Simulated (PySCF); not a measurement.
**One shape, several levels: AlSiH4SClO (SMILES [SiH3][O][Al]([SH])[Cl])**

Aim: a comparison of 6 runs (HF/3-21G, BLYP/3-21G, B3LYP/6-31G*, r2SCAN/cc-pVDZ, BP86/def2-SVPD) of AlSiH4SClO. The job is set up through a Python script.

Program for the calculation: PySCF 2.14.0.

### Step 1. The system as given

The species is AlSiH4SClO (9 atoms), meant as a singlet with charge 0. SMILES: `[SiH3][O][Al]([SH])[Cl]`. The shape is that of a PBE0-D4/def2-TZVP optimisation. This is one conformer, not always the lowest.

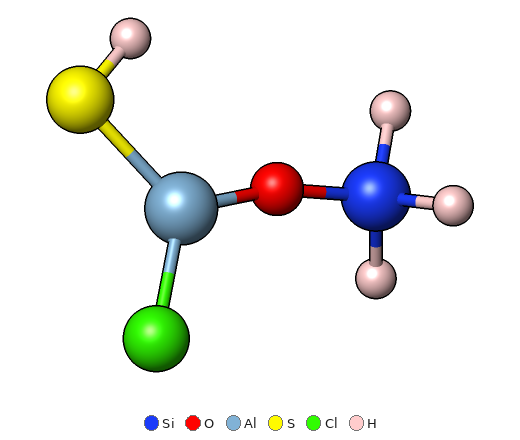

The structure, seen from a chosen angle (silicon blue, oxygen red, aluminium light blue, sulfur yellow, chlorine green, hydrogen pink).

### Step 2. Energy and gradient at HF/3-21G (run 1)

Contents of geometry.xyz:

```xyz
9

Si    -1.749200    -0.032600     0.068500
O     -0.122800     0.037600    -0.000700
Al     1.474900     0.512700    -0.068800
S      3.066900    -0.947500    -0.108100
Cl     1.979700     2.531300    -0.117400
H     -2.344900     0.812900    -0.998500
H     -2.188400    -1.438900    -0.123800
H     -2.220900     0.447500     1.393400
H      2.193200    -1.969300    -0.061700
```

Contents of run.py:

```python
from pyscf import gto, scf

system = gto.M(
    atom='geometry.xyz',
    verbose=4,
    max_memory=1860,
    basis='3-21g',
)

myscf = scf.RHF(system)
myscf.conv_tol = 1e-10
myscf.kernel()
if not myscf.converged:
    myscf = myscf.newton().run(myscf.mo_coeff, myscf.mo_occ)

energy = myscf.e_tot
print('E = %.10f Eh' % energy)
grad = myscf.nuc_grad_method().kernel()
myscf.analyze()
```

Launch:

```console
OMP_NUM_THREADS=1 python run.py
```

Standard output:

```text
PySCF version 2.14.0

[... 88 lines left out ...]
MO #4   energy= -58.161902660885   occ= 2
[... 12 lines left out ...]
MO #17  energy= -4.24717193150774  occ= 2
[... 12 lines left out ...]
MO #30  energy= -0.526288078778527 occ= 2
[... 12 lines left out ...]
MO #43  energy= 0.224695031734562  occ= 0
[... 12 lines left out ...]
MO #56  energy= 0.770579462736721  occ= 0
[... 12 lines left out ...]
MO #69  energy= 3.09311505418206   occ= 0
[... 81 lines left out ...]
Dipole moment(X, Y, Z, Debye): -2.86572, -1.86022,  0.13662
```

Wall time 6.6 s (1 thread of Intel Xeon at 2.50GHz (Skylake/Cascade Lake), shared host); peak memory 0.14 GiB.

### Step 3. Energy and gradient at BLYP/3-21G (run 2)

Contents of run.py:

```python
import pyscf.grad
from pyscf import gto, dft

mol = gto.Mole()
mol.atom = '''
Si    -1.749200    -0.032600     0.068500
O     -0.122800     0.037600    -0.000700
Al     1.474900     0.512700    -0.068800
S      3.066900    -0.947500    -0.108100
Cl     1.979700     2.531300    -0.117400
H     -2.344900     0.812900    -0.998500
H     -2.188400    -1.438900    -0.123800
H     -2.220900     0.447500     1.393400
H      2.193200    -1.969300    -0.061700
'''
mol.basis = '3-21g'
mol.verbose = 3
mol.max_memory = 1860
mol.spin = 0
mol.build()

ks = dft.RKS(mol)
ks.xc = 'blyp'
ks.grids.level = 5
ks.conv_tol = 1e-10
ks.kernel()
if not ks.converged:
    ks = ks.newton().run(ks.mo_coeff, ks.mo_occ)

e_final = ks.e_tot
print(f'total energy: {e_final:.8f} hartree')
grad = ks.Gradients().kernel()
ks.analyze()
```

Launch:

```console
OMP_NUM_THREADS=1 python run.py
```

Standard output:

```text
converged SCF energy = -1460.58307578754
[... 18 lines left out ...]
MO #9   energy= -6.93310624667975  occ= 2
[... 11 lines left out ...]
MO #21  energy= -2.58489190429397  occ= 2
[... 11 lines left out ...]
MO #33  energy= -0.284417879268427 occ= 2
[... 11 lines left out ...]
MO #45  energy= 0.103887463146219  occ= 0
[... 11 lines left out ...]
MO #57  energy= 0.575981596341655  occ= 0
[... 11 lines left out ...]
MO #69  energy= 2.63562711210254   occ= 0
[... 10 lines left out ...]
Dipole moment(X, Y, Z, Debye): -2.33693, -1.77717,  0.12065
```

Run time: 48 s. Hardware: 1 thread of Intel Xeon at 2.50GHz (Skylake/Cascade Lake), shared host; peak memory 0.69 GiB.

Runs 3 to 5 aren't shown in full; the table further down has their settings and results.

### Step 4. Energy and forces at BP86/def2-SVPD (run 6)

Contents of input.xyz:

```xyz
9
AlClH4OSSi
Si    -1.749200    -0.032600     0.068500
O     -0.122800     0.037600    -0.000700
Al     1.474900     0.512700    -0.068800
S      3.066900    -0.947500    -0.108100
Cl     1.979700     2.531300    -0.117400
H     -2.344900     0.812900    -0.998500
H     -2.188400    -1.438900    -0.123800
H     -2.220900     0.447500     1.393400
H      2.193200    -1.969300    -0.061700
```

Contents of input.py:

```python
from pyscf import gto, dft

molecule = gto.M(
    atom='input.xyz',
    basis='def2-svpd',
    max_memory=1860,
    verbose=3,
)

mf = dft.RKS(molecule)
mf.xc = 'bp86'
mf.conv_tol = 1e-10
mf.grids.level = 5
mf.kernel()
if not mf.converged:
    mf = mf.newton().run(mf.mo_coeff, mf.mo_occ)

etot = mf.e_tot
print('Final energy', etot)
grad = mf.nuc_grad_method().kernel()
mf.analyze()
```

Launch:

```console
OMP_NUM_THREADS=1 python input.py
```

Standard output:

```text
converged SCF energy = -1467.80205945744
[... 31 lines left out ...]
MO #22  energy= -0.896395785242889 occ= 2
[... 26 lines left out ...]
MO #49  energy= 0.067764557694284  occ= 0
[... 26 lines left out ...]
MO #76  energy= 0.274459575613208  occ= 0
[... 26 lines left out ...]
MO #103 energy= 0.610317494750654  occ= 0
[... 26 lines left out ...]
MO #130 energy= 1.08550525622373   occ= 0
[... 26 lines left out ...]
MO #157 energy= 3.12010278945013   occ= 0
[... 10 lines left out ...]
Dipole moment(X, Y, Z, Debye): -0.92593, -1.15517,  0.05222
```

Wall time 2.8 min (1 thread of Intel Xeon at 2.50GHz (Skylake/Cascade Lake), shared host); peak memory 1.9 GiB.

### Step 5. All runs side by side

| run | level | integration grid | Cartesian functions | energy (Eh) | dipole moment (D) | HOMO energy (eV) | LUMO energy (eV) | wall time |
| --- | --- | --- | --- | --- | --- | --- | --- | --- |
| 1 | HF/3-21G | – | no | -1457.841143 | 3.42 | -11.09 | 2.11 | 6.6 s |
| 2 | BLYP/3-21G | 5 | no | -1460.583076 | 2.94 | -6.64 | -1.68 | 48 s |
| 3 | B3LYP/6-31G* (spherical functions) | 5 | no | -1468.139980 | 2.02 | -7.71 | -1.09 | 94 s |
| 4 | B3LYP/6-31G* (Cartesian functions) | 5 | yes | -1468.150580 | 2.02 | -7.70 | -1.10 | 1.7 min |
| 5 | r2SCAN/cc-pVDZ | 5 | no | -1467.999367 | 1.69 | -7.06 | -1.21 | 2.4 min |
| 6 | BP86/def2-SVPD | 5 | no | -1467.802059 | 1.48 | -6.99 | -1.92 | 2.8 min |

### Step 6. Results

```
                       quantity           value
            run 6: total energy  -1467.80206 Eh
           run 6: dipole moment          1.48 D
             run 6: HOMO energy        -6.99 eV
             run 6: LUMO energy        -1.92 eV
           run 6: HOMO–LUMO gap         5.08 eV
run 6: largest force on an atom      1.263 eV/Å
```

In words: The dipole moment (its size) runs from 1.48 D (BP86/def2-SVPD) to 3.42 D (HF/3-21G). The two ends differ in method and basis. The HOMO–LUMO gap runs from 4.96 eV (BLYP/3-21G) to 13.21 eV (HF/3-21G). Exact exchange widens orbital gaps. Totals of different functionals can't be ranked against each other. All runs together took 9.3 min, the longest 2.8 min.
